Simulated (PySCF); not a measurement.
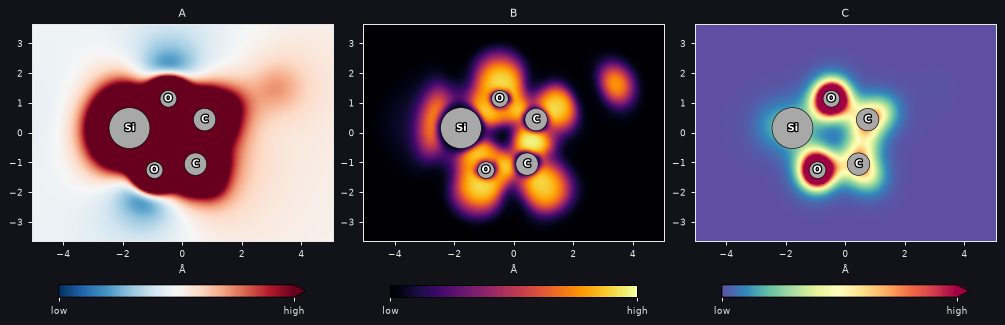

C4H6ClO2Si (SMILES C=C[C@H]1CO[Si](Cl)O1) (doublet): 3 fields on the plane of atoms O5, Si6 and O8, with unlabelled colour scales. Grey discs cover the atomic cores.

Geometry: GFN2-xTB.

Theory: UKS B3LYP, pcH-1 on C Cl H O Si, non-relativistic, mean-field spin-orbit, GIAO in PySCF.

### Match the panels to the quantities (electron density, electron localisation function and electrostatic potential).

Panel A: electrostatic potential (strongly positive close to the atoms, with negative regions outside electron-rich atoms). Panel B: electron localisation function. Panel C: electron density. From the grid: C–O (1.40 Å): ρ at the midpoint is about 2.1 e/Å³, with its minimum of 1.8 e/Å³ about 0.5 Å from C; the ELF peaks at about 0.90 between the atoms (a polar covalent bond). Si–O (1.64 Å): ρ at the midpoint is about 1.2 e/Å³; the ELF peaks at about 0.85 between the atoms (a polar covalent bond).
